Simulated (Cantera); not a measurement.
A closed system holds: 1 mol CaO, 42 mol Cl2, 19 mol N2, equilibrated at 750 Torr.

Cantera equilibrium calculation (NASA polynomials, part measured and part estimated; ideal gas, pure solids and liquids). Candidate condensed phases: Ca, CaCl2, CaO; 17 gas species. Condensed phases not in the tables: oxide chlorides. Equilibrium is a limit: real reactors are often held back by kinetics, nucleation or transport.

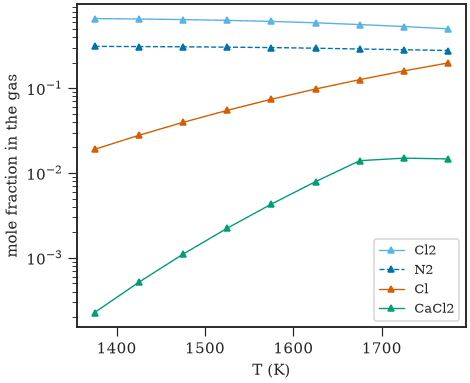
Figure: Equilibrium gas composition (values under 1e-9 drawn at 1e-9)

From 1375 K to 1675 K the condensed part is CaCl2(l). From 1725 K to 1775 K nothing is condensed. The main Ca-bearing gas is CaCl2 throughout.
